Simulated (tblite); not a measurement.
# Run report: CH₁₂AsNSi₃, geometry relaxation

- system: CH₁₂AsNSi₃
- method: GFN2-xTB geometry optimisation, gas phase (tblite 0.8.0)

It belongs to a series of runs on one base structure; here: constitutional isomer.

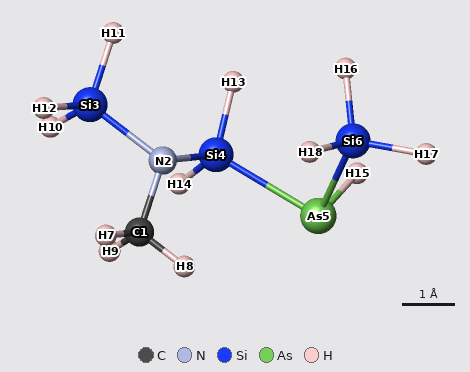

The input geometry (ball-and-stick view, seen at a tilt; atoms are numbered from 1 in the order of the input). Bond lengths as drawn: As–H 1.57 Å, As–Si 2.31 to 2.33 Å, C–H 1.10 to 1.11 Å, C–N 1.46 Å, H–Si 1.46 to 1.48 Å and N–Si 1.79 to 1.80 Å.

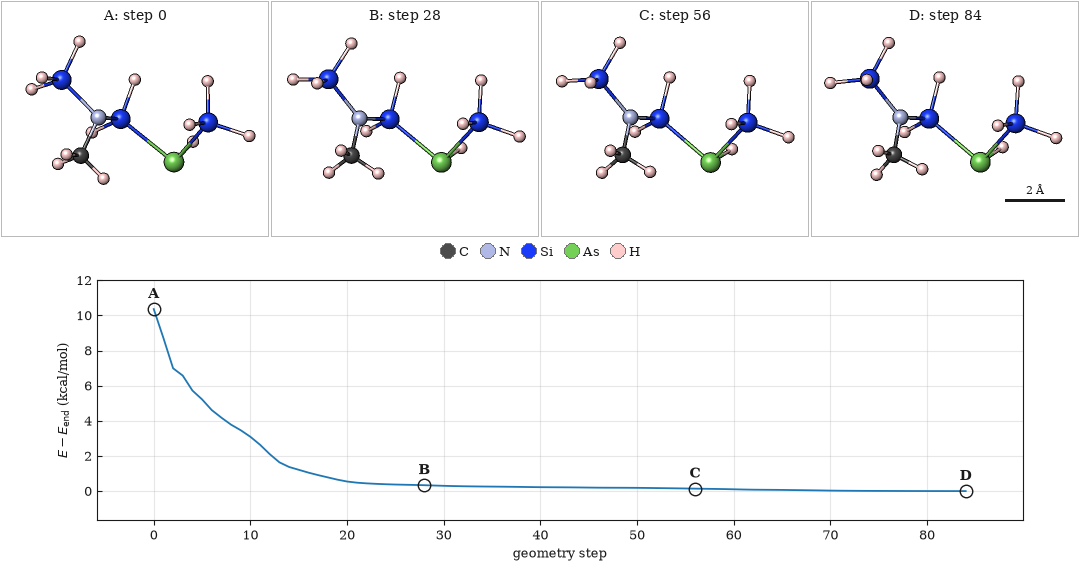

Frames of the relaxation (ball-and-stick view, seen at a tilt) above the curves, on which the letters mark them (steps are counted from 0).

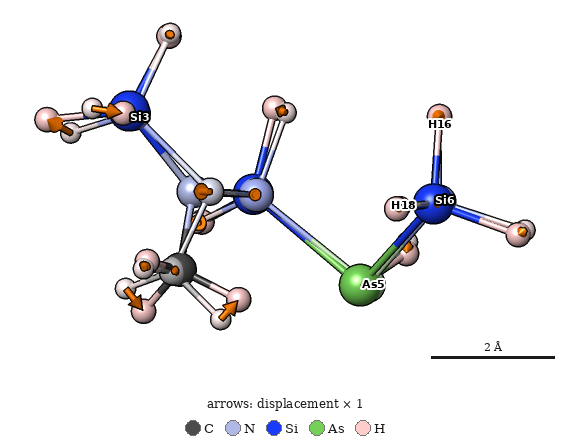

Start (faint) and end (solid) with the displacements as orange arrows, at true length (ball-and-stick view, seen at a tilt). The two geometries are laid on each other by the best rigid fit. After 84 geometry steps the energy has fallen by 10.4 kcal/mol. Largest force component: 1.2 eV/Å at the start, 0.008 eV/Å at the end. H10 moves most after the best rigid fit: 0.64 Å. Largest moves by element: H 0.64 Å, N 0.51 Å, Si 0.24 Å, As 0.15 Å, C 0.15 Å. Among the contacts that change: As5–H15 1.572 → 1.506 Å, N2–Si4 1.802 → 1.743 Å, N2–Si3 1.785 → 1.729 Å, C1–H7 1.112 → 1.089 Å. Among the angles that change: Si3–N2–Si4 107.6° → 124.5°, As5–Si4–H13 108.8° → 117.4°, C1–N2–Si3 110.3° → 117.6°. (Atoms are counted from 1 in the order of the input.)

The input that produced these results follows, with the program's output.

### The input
```
{"job": {"kind": "relax", "xc": "GFN2-xTB", "basis": "xTB"}, "charge": 0, "multiplicity": 1}
C     -1.519300    -1.316900     0.079500
N     -0.857100    -0.032000     0.312300
Si    -2.070300     1.257600     0.539700
Si     0.147400     0.411400    -1.117000
As     1.909000    -1.093700    -1.316700
Si     2.839100    -0.398100     0.680500
H     -2.153900    -1.581800     0.953900
H     -0.771400    -2.119800    -0.036800
H     -2.167300    -1.280600    -0.826500
H     -2.918400     1.367400    -0.666200
H     -1.408000     2.542900     0.782400
H     -2.938300     0.938600     1.691000
H      0.695700     1.756600    -0.916800
H     -0.668800     0.376700    -2.331500
H      2.757600    -0.068100    -2.152900
H      2.914800     1.072100     0.722400
H      4.197900    -0.955200     0.817400
H      2.002600    -0.870700     1.795600
```

The first line tells a small driver script what to run in tblite; the rest is the geometry in Å.

Command:
```bash
OMP_NUM_THREADS=1 python <driver script> task.json out
```

### Output
```
step      E/eV     max force
  0    -511.01838    1.667
  1    -511.08977    1.175
  2    -511.16448    0.449
  3    -511.18257    0.427
  4    -511.21941    0.409
  5    -511.24128    0.487
  6    -511.26765    0.524
  7    -511.28641    0.506
  8    -511.30367    0.342
  9    -511.31743    0.323
 10    -511.33359    0.367
 11    -511.35327    0.451
 12    -511.37638    0.419
 13    -511.39660    0.286
 14    -511.40806    0.202
 15    -511.41502    0.201
 16    -511.42200    0.179
 17    -511.42812    0.203
 18    -511.43374    0.191
 19    -511.43935    0.167
 20    -511.44397    0.144
 21    -511.44678    0.118
 22    -511.44849    0.124
 23    -511.44970    0.084
 24    -511.45069    0.068
 25    -511.45142    0.063
 26    -511.45194    0.065
 27    -511.45245    0.062
 28    -511.45307    0.077
 29    -511.45381    0.093
 30    -511.45457    0.090
 31    -511.45521    0.064
 32    -511.45567    0.048
 33    -511.45601    0.039
 34    -511.45629    0.037
 35    -511.45651    0.035
 36    -511.45673    0.038
 37    -511.45699    0.042
 38    -511.45730    0.047
 39    -511.45766    0.047
 40    -511.45795    0.036
 41    -511.45812    0.026
 42    -511.45824    0.026
 43    -511.45839    0.034
 44    -511.45862    0.045
 45    -511.45891    0.058
 46    -511.45915    0.042
 47    -511.45927    0.026
 48    -511.45933    0.026
 49    -511.45942    0.033
 50    -511.45958    0.052
 51    -511.45983    0.058
 52    -511.46014    0.051
 53    -511.46046    0.049
 54    -511.46078    0.044
 55    -511.46114    0.067
 56    -511.46153    0.063
 57    -511.46191    0.038
 58    -511.46224    0.047
 59    -511.46261    0.056
 60    -511.46312    0.082
 61    -511.46368    0.072
 62    -511.46410    0.040
 63    -511.46432    0.033
 64    -511.46448    0.040
 65    -511.46468    0.040
 66    -511.46503    0.032
 67    -511.46531    0.031
 68    -511.46563    0.042
 69    -511.46597    0.053
 70    -511.46637    0.044
 71    -511.46665    0.053
 72    -511.46680    0.046
 73    -511.46697    0.028
 74    -511.46708    0.017
 75    -511.46717    0.015
 76    -511.46726    0.019
 77    -511.46734    0.024
 78    -511.46740    0.024
 79    -511.46745    0.018
 80    -511.46750    0.017
 81    -511.46754    0.017
 82    -511.46757    0.013
 83    -511.46759    0.011
 84    -511.46761    0.009
```

### Trajectory as extended XYZ (Å, eV, eV/Å), 12 of the 85 frames kept, from step=0 to step=84
```
18
Properties=species:S:1:pos:R:3:forces:R:3 step=0 energy=-511.01838
C    -1.5193   -1.3169    0.0795   -0.2130  -0.0150   0.3060
N    -0.8571   -0.0320    0.3123   -0.7150   0.8480  -1.2450
Si   -2.0703    1.2576    0.5397    0.1860  -0.2740   0.2910
Si    0.1474    0.4114   -1.1170    0.3550  -0.5330   0.6980
As    1.9090   -1.0937   -1.3167    0.1230   0.2870  -0.3420
Si    2.8391   -0.3981    0.6805   -0.0150   0.0070  -0.0040
H    -2.1539   -1.5818    0.9539    0.3490   0.2140  -0.5210
H    -0.7714   -2.1198   -0.0368   -0.1330   0.2790  -0.0700
H    -2.1673   -1.2806   -0.8265    0.3380  -0.2320   0.5160
H    -2.9184    1.3674   -0.6662    0.0630  -0.0150   0.1560
H    -1.4080    2.5429    0.7824    0.0590  -0.2510  -0.0460
H    -2.9383    0.9386    1.6910    0.2490  -0.1240  -0.2030
H     0.6957    1.7566   -0.9168   -0.2520   0.0810   0.0460
H    -0.6688    0.3767   -2.3315   -0.1600   0.1230  -0.1580
H     2.7576   -0.0681   -2.1529   -0.4270  -0.4270   0.3530
H     2.9148    1.0721    0.7224    0.1030  -0.0710   0.1430
H     4.1979   -0.9552    0.8174   -0.0490   0.0670   0.0880
H     2.0026   -0.8707    1.7956    0.1400   0.0370  -0.0080
18
Properties=species:S:1:pos:R:3:forces:R:3 step=8 energy=-511.30367
C    -1.5220   -1.2851    0.0574    0.1200   0.0160   0.0220
N    -0.9594    0.0490    0.1231   -0.1160  -0.1860   0.0300
Si   -2.1072    1.2839    0.5403   -0.0090  -0.0040  -0.0980
Si    0.1900    0.3838   -1.1463   -0.1570   0.0530   0.0500
As    1.9041   -1.1619   -1.3094   -0.0630   0.3140   0.0200
Si    2.8451   -0.4040    0.6681    0.0650  -0.0090   0.1110
H    -2.0963   -1.4976    0.9611    0.0640  -0.0170  -0.0580
H    -0.7123   -2.0225   -0.0302   -0.0730   0.0280   0.0310
H    -2.1891   -1.4077   -0.8091    0.0980  -0.0110   0.1250
H    -2.9830    1.4095   -0.6382   -0.1240   0.1680   0.1690
H    -1.3366    2.5007    0.7898   -0.0880  -0.0990   0.0160
H    -2.8786    0.8369    1.7088    0.1430   0.0030  -0.1130
H     0.5950    1.7684   -0.8812    0.0750   0.0190  -0.0080
H    -0.6364    0.4222   -2.3605    0.0580   0.0170  -0.3370
H     2.6706   -0.1213   -2.1083   -0.0230  -0.2140  -0.0030
H     2.9609    1.0570    0.7843    0.0060  -0.0100  -0.0190
H     4.2015   -0.9383    0.8556    0.0480  -0.0340  -0.0100
H     2.0450   -0.8665    1.8054   -0.0240  -0.0350   0.0700
18
Properties=species:S:1:pos:R:3:forces:R:3 step=15 energy=-511.41502
C    -1.5016   -1.2891    0.0527    0.0020  -0.0360  -0.0120
N    -1.0516    0.0781   -0.0219   -0.0390  -0.1000  -0.0930
Si   -2.1575    1.2999    0.4967    0.0830  -0.0910   0.0910
Si    0.1283    0.4411   -1.2425    0.1270  -0.0460   0.1140
As    1.8189   -1.1278   -1.2206    0.0320  -0.1020  -0.0170
Si    2.8746   -0.4131    0.7220   -0.0470   0.0370   0.0020
H    -2.0298   -1.4590    0.9922    0.0630  -0.0490  -0.0380
H    -0.6408   -1.9684   -0.0015   -0.0390  -0.0030   0.0490
H    -2.1826   -1.5424   -0.7682    0.0190  -0.0250   0.0120
H    -3.1585    1.5763   -0.5339   -0.0810   0.0860   0.0030
H    -1.3131    2.4388    0.8096   -0.0420   0.1620  -0.0120
H    -2.7623    0.7328    1.6923   -0.1510   0.0020   0.1320
H     0.5445    1.7923   -0.8633    0.0350   0.1320  -0.1250
H    -0.5319    0.4799   -2.5599    0.0030   0.0630  -0.0910
H     2.6295   -0.2388   -2.1218    0.0840  -0.0240  -0.0100
H     3.0106    1.0456    0.8356   -0.0050   0.0190   0.0210
H     4.2387   -0.9536    0.8809   -0.0950  -0.0330  -0.0590
H     2.0758   -0.8863    1.8624    0.0500   0.0060   0.0320
18
Properties=species:S:1:pos:R:3:forces:R:3 step=23 energy=-511.44970
C    -1.4929   -1.3053    0.0426    0.0170   0.0260   0.0120
N    -1.0861    0.0768   -0.0782   -0.0030  -0.0230  -0.0300
Si   -2.1691    1.2921    0.5169    0.0380  -0.0240   0.0010
Si    0.1360    0.4572   -1.2623    0.0280  -0.0330   0.0450
As    1.8136   -1.1403   -1.2068   -0.0780  -0.0080   0.0300
Si    2.8582   -0.4044    0.7322   -0.0040  -0.0050   0.0010
H    -1.9995   -1.4691    0.9945   -0.0130   0.0190  -0.0260
H    -0.6189   -1.9705    0.0140    0.0010   0.0660  -0.0480
H    -2.1766   -1.6056   -0.7609    0.0600   0.0100   0.0250
H    -3.2059    1.6461   -0.4580   -0.0450  -0.0260  -0.0230
H    -1.3510    2.4622    0.8069    0.0140   0.0170   0.0270
H    -2.7801    0.7237    1.7165   -0.0100  -0.0050   0.0350
H     0.5462    1.8298   -0.9269   -0.0070  -0.0190  -0.0240
H    -0.4708    0.5217   -2.6102   -0.0150  -0.0030  -0.0070
H     2.6605   -0.2969   -2.1191    0.0510   0.0070   0.0120
H     3.0161    1.0523    0.8576   -0.0190  -0.0140   0.0050
H     4.2094   -0.9776    0.8538   -0.0110  -0.0090  -0.0340
H     2.1019   -0.8859    1.8980   -0.0040   0.0240  -0.0010
18
Properties=species:S:1:pos:R:3:forces:R:3 step=31 energy=-511.45521
C    -1.4810   -1.2966    0.0376    0.0040   0.0250  -0.0210
N    -1.0985    0.0885   -0.0969    0.0480   0.0430   0.0020
Si   -2.1762    1.2949    0.5229    0.0150  -0.0090   0.0140
Si    0.1336    0.4621   -1.2719    0.0290  -0.0040   0.0030
As    1.7967   -1.1491   -1.1947   -0.0560  -0.0080   0.0230
Si    2.8477   -0.4101    0.7366   -0.0150   0.0000   0.0050
H    -1.9913   -1.4613    0.9875    0.0410  -0.0090  -0.0280
H    -0.5909   -1.9384    0.0033   -0.0190  -0.0060   0.0410
H    -2.1531   -1.6149   -0.7660   -0.0080  -0.0090  -0.0210
H    -3.2340    1.6347   -0.4371   -0.0060  -0.0020  -0.0020
H    -1.3557    2.4632    0.8244   -0.0200  -0.0040  -0.0130
H    -2.7731    0.7212    1.7295    0.0070  -0.0070   0.0130
H     0.5467    1.8356   -0.9487   -0.0080  -0.0050  -0.0030
H    -0.4641    0.5216   -2.6247   -0.0190  -0.0100  -0.0010
H     2.6822   -0.3278   -2.0902    0.0140   0.0180  -0.0190
H     3.0039    1.0463    0.8638    0.0040  -0.0050  -0.0100
H     4.1983   -0.9916    0.8204   -0.0170   0.0050   0.0090
H     2.1002   -0.8720    1.9148    0.0060  -0.0120   0.0090
18
Properties=species:S:1:pos:R:3:forces:R:3 step=38 energy=-511.45730
C    -1.4693   -1.2862    0.0298   -0.0070  -0.0250   0.0220
N    -1.0856    0.0987   -0.0934   -0.0030   0.0230   0.0030
Si   -2.1770    1.2923    0.5279    0.0160   0.0010   0.0220
Si    0.1369    0.4688   -1.2795   -0.0210   0.0040   0.0070
As    1.7830   -1.1511   -1.1913   -0.0010  -0.0420   0.0210
Si    2.8342   -0.4142    0.7406   -0.0070   0.0010   0.0000
H    -1.9819   -1.4587    0.9753   -0.0280   0.0130   0.0170
H    -0.5828   -1.9318    0.0090    0.0370  -0.0080  -0.0140
H    -2.1360   -1.6050   -0.7783    0.0040   0.0070  -0.0260
H    -3.2421    1.6209   -0.4293    0.0050  -0.0090   0.0090
H    -1.3669    2.4684    0.8258   -0.0140   0.0020  -0.0170
H    -2.7651    0.7181    1.7410    0.0220  -0.0030  -0.0210
H     0.5490    1.8413   -0.9597   -0.0010   0.0240  -0.0120
H    -0.4749    0.5126   -2.6269   -0.0070   0.0070   0.0010
H     2.6880   -0.3410   -2.0775    0.0100   0.0180  -0.0300
H     2.9974    1.0421    0.8578   -0.0040  -0.0010   0.0000
H     4.1848   -0.9955    0.8110   -0.0020  -0.0040   0.0180
H     2.0996   -0.8733    1.9281    0.0020  -0.0070  -0.0010
18
Properties=species:S:1:pos:R:3:forces:R:3 step=46 energy=-511.45915
C    -1.4578   -1.2790    0.0276    0.0040  -0.0070  -0.0040
N    -1.0731    0.1074   -0.0847    0.0030  -0.0020  -0.0090
Si   -2.1709    1.2936    0.5360   -0.0020  -0.0180   0.0050
Si    0.1380    0.4759   -1.2828   -0.0300   0.0100  -0.0280
As    1.7735   -1.1568   -1.1888    0.0170   0.0130  -0.0110
Si    2.8231   -0.4209    0.7461   -0.0030  -0.0010  -0.0080
H    -1.9886   -1.4564    0.9626   -0.0020   0.0120  -0.0070
H    -0.5680   -1.9215    0.0159    0.0060  -0.0090   0.0140
H    -2.1080   -1.5933   -0.7963    0.0020   0.0030  -0.0030
H    -3.2480    1.5985   -0.4141   -0.0150   0.0010  -0.0030
H    -1.3807    2.4867    0.8130    0.0040   0.0020  -0.0020
H    -2.7385    0.7045    1.7501    0.0080   0.0170   0.0140
H     0.5449    1.8561   -0.9844    0.0030  -0.0070   0.0020
H    -0.4914    0.5126   -2.6251    0.0170  -0.0060   0.0290
H     2.6846   -0.3532   -2.0810   -0.0040  -0.0060   0.0070
H     2.9838    1.0363    0.8544   -0.0010  -0.0030   0.0100
H     4.1725   -1.0034    0.8238    0.0070  -0.0010   0.0050
H     2.0960   -0.8806    1.9382   -0.0140   0.0010  -0.0120
18
Properties=species:S:1:pos:R:3:forces:R:3 step=53 energy=-511.46046
C    -1.4476   -1.2771    0.0233   -0.0120   0.0250   0.0080
N    -1.0670    0.1112   -0.0846    0.0050   0.0020   0.0150
Si   -2.1681    1.2910    0.5426   -0.0080   0.0030  -0.0020
Si    0.1379    0.4813   -1.2872    0.0090   0.0030  -0.0130
As    1.7719   -1.1526   -1.1949    0.0190  -0.0160  -0.0150
Si    2.8186   -0.4277    0.7446   -0.0120   0.0080   0.0100
H    -2.0003   -1.4478    0.9462   -0.0110  -0.0160   0.0040
H    -0.5557   -1.9194    0.0390   -0.0360   0.0250  -0.0130
H    -2.0809   -1.5896   -0.8148    0.0330  -0.0340   0.0130
H    -3.2630    1.5758   -0.3963    0.0050  -0.0110   0.0240
H    -1.3892    2.4972    0.7962    0.0060  -0.0080  -0.0100
H    -2.7072    0.7143    1.7767    0.0080   0.0110  -0.0100
H     0.5448    1.8632   -1.0032    0.0060   0.0080   0.0200
H    -0.5007    0.5100   -2.6215   -0.0020  -0.0080  -0.0260
H     2.6880   -0.3577   -2.0881   -0.0010   0.0100   0.0040
H     2.9699    1.0289    0.8671    0.0180   0.0100  -0.0020
H     4.1679   -1.0104    0.8404   -0.0180   0.0070  -0.0060
H     2.0720   -0.8845    1.9252   -0.0100  -0.0190   0.0000
18
Properties=species:S:1:pos:R:3:forces:R:3 step=61 energy=-511.46368
C    -1.4299   -1.2664    0.0183    0.0230   0.0090  -0.0110
N    -1.0562    0.1239   -0.0924   -0.0450  -0.0200   0.0060
Si   -2.1569    1.2898    0.5594   -0.0270   0.0350  -0.0180
Si    0.1386    0.4912   -1.3083    0.0430  -0.0260   0.0510
As    1.7761   -1.1454   -1.2159   -0.0260   0.0020  -0.0010
Si    2.7883   -0.4345    0.7467    0.0110  -0.0050   0.0120
H    -2.0378   -1.4323    0.9069    0.0130   0.0030  -0.0080
H    -0.5321   -1.8939    0.0976    0.0080  -0.0140   0.0180
H    -2.0005   -1.6088   -0.8523   -0.0050   0.0110   0.0040
H    -3.3105    1.5154   -0.3261    0.0320  -0.0060   0.0260
H    -1.3983    2.5209    0.7420    0.0060   0.0000  -0.0190
H    -2.6230    0.7462    1.8375    0.0160  -0.0140  -0.0070
H     0.5464    1.8752   -1.0301   -0.0060  -0.0120   0.0030
H    -0.5112    0.4984   -2.6351   -0.0180   0.0090  -0.0510
H     2.7020   -0.3553   -2.1014    0.0050   0.0300   0.0080
H     2.9581    1.0181    0.8974   -0.0150  -0.0020  -0.0050
H     4.1337   -1.0213    0.8719   -0.0220  -0.0090  -0.0100
H     2.0044   -0.9150    1.8946    0.0080   0.0090   0.0020
18
Properties=species:S:1:pos:R:3:forces:R:3 step=69 energy=-511.46597
C    -1.4040   -1.2564    0.0108    0.0010   0.0000   0.0090
N    -1.0606    0.1386   -0.1160    0.0230  -0.0070   0.0040
Si   -2.1450    1.2944    0.5767    0.0030  -0.0010  -0.0270
Si    0.1340    0.4981   -1.3319    0.0530  -0.0040   0.0060
As    1.7701   -1.1388   -1.2341   -0.0080   0.0250  -0.0090
Si    2.7497   -0.4474    0.7521    0.0040  -0.0140   0.0050
H    -2.0635   -1.4146    0.8610   -0.0390  -0.0100   0.0180
H    -0.5008   -1.8611    0.1717    0.0280  -0.0030  -0.0100
H    -1.9051   -1.6316   -0.8875   -0.0230  -0.0280  -0.0010
H    -3.3608    1.4576   -0.2324    0.0030   0.0100  -0.0030
H    -1.4076    2.5481    0.6660   -0.0050   0.0000  -0.0020
H    -2.5079    0.7651    1.8929    0.0060   0.0030   0.0230
H     0.5409    1.8822   -1.0602    0.0030   0.0110   0.0010
H    -0.5140    0.4962   -2.6612   -0.0190   0.0080  -0.0260
H     2.7118   -0.3369   -2.0954   -0.0110   0.0120   0.0170
H     2.9270    1.0023    0.9249   -0.0150  -0.0150  -0.0090
H     4.0852   -1.0514    0.8947   -0.0070  -0.0010  -0.0060
H     1.9417   -0.9383    1.8785    0.0040   0.0140   0.0120
18
Properties=species:S:1:pos:R:3:forces:R:3 step=76 energy=-511.46726
C    -1.4038   -1.2614    0.0138   -0.0050  -0.0070  -0.0010
N    -1.0597    0.1332   -0.1195   -0.0050  -0.0030  -0.0050
Si   -2.1407    1.2928    0.5723    0.0110   0.0140  -0.0010
Si    0.1355    0.4971   -1.3345   -0.0010   0.0030   0.0050
As    1.7719   -1.1354   -1.2406    0.0000   0.0080  -0.0020
Si    2.7440   -0.4529    0.7525   -0.0080  -0.0060   0.0000
H    -2.0687   -1.4162    0.8619    0.0130   0.0000   0.0140
H    -0.4984   -1.8635    0.1774   -0.0080  -0.0010  -0.0020
H    -1.9062   -1.6438   -0.8815    0.0050  -0.0060  -0.0070
H    -3.3606    1.4615   -0.2285   -0.0040  -0.0070  -0.0090
H    -1.4048    2.5484    0.6515   -0.0010  -0.0060   0.0000
H    -2.4925    0.7710    1.8952    0.0020   0.0040   0.0080
H     0.5425    1.8802   -1.0543    0.0000   0.0000  -0.0070
H    -0.5118    0.5018   -2.6665   -0.0050   0.0090   0.0040
H     2.7101   -0.3121   -2.0831    0.0080   0.0020  -0.0030
H     2.9161    0.9974    0.9203    0.0030  -0.0030  -0.0070
H     4.0787   -1.0593    0.8886   -0.0010   0.0040   0.0050
H     1.9395   -0.9326    1.8854   -0.0020  -0.0060   0.0090
18
Properties=species:S:1:pos:R:3:forces:R:3 step=84 energy=-511.46761
C    -1.4001   -1.2623    0.0133    0.0050  -0.0010   0.0020
N    -1.0612    0.1333   -0.1254    0.0040   0.0010   0.0010
Si   -2.1371    1.2932    0.5733    0.0060   0.0050   0.0020
Si    0.1340    0.5004   -1.3391   -0.0010   0.0010  -0.0020
As    1.7719   -1.1306   -1.2474   -0.0030  -0.0030  -0.0040
Si    2.7330   -0.4597    0.7550    0.0000   0.0020  -0.0030
H    -2.0700   -1.4146    0.8580    0.0040  -0.0010  -0.0030
H    -0.4937   -1.8596    0.1890    0.0030   0.0010  -0.0040
H    -1.8909   -1.6529   -0.8852   -0.0040   0.0020   0.0080
H    -3.3670    1.4469   -0.2156   -0.0010  -0.0020   0.0000
H    -1.4052    2.5520    0.6358   -0.0040  -0.0040  -0.0050
H    -2.4668    0.7823    1.9065   -0.0040   0.0010   0.0020
H     0.5426    1.8836   -1.0615   -0.0020  -0.0010   0.0010
H    -0.5170    0.5084   -2.6688   -0.0030   0.0040  -0.0040
H     2.7154   -0.3019   -2.0795    0.0010  -0.0010   0.0040
H     2.9085    0.9900    0.9196   -0.0010   0.0070   0.0030
H     4.0679   -1.0641    0.8949    0.0010  -0.0060   0.0050
H     1.9269   -0.9379    1.8878   -0.0020  -0.0040  -0.0030
```

### Key numbers

- outcome: converged
- total energy: −511.4676 eV
- hardware: 1 CPU thread, shared host
- wall time: 1.2 s
- peak memory: 0.18 GiB
